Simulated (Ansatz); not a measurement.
The reference is BaZrO3 in the cubic perovskite structure (space group Pm-3m, No. 221; a = 4.205 Å). Axes: x, y, z lie along the cube axes.

The change: the cell is compressed by 2.08 % along z with no lateral relaxation, atoms relaxed at fixed cell.

Method: DFT with r2SCAN, PAW potentials and a 500 eV plane-wave cutoff in Ansatz (a quantum-chemistry and plane-wave program), spin-orbit coupling left out.

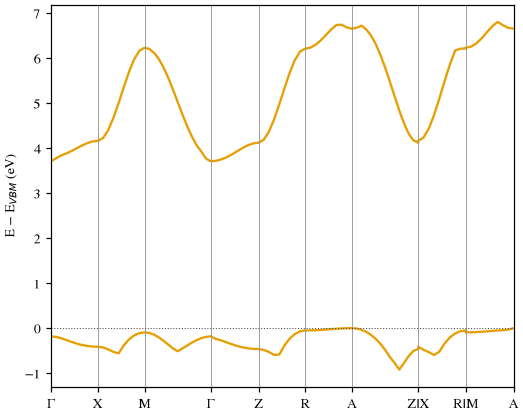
*Highest valence and lowest conduction band along the path of the changed cell's own zone*

Task: From the figure, how large is the changed gap, and is it direct?

Result: About 3.7 eV, indirect, A → Γ.

The cells carry an imposed strain or load. Stability against distortions was not tested. Labels are those of the standard path for the cell's own space group.
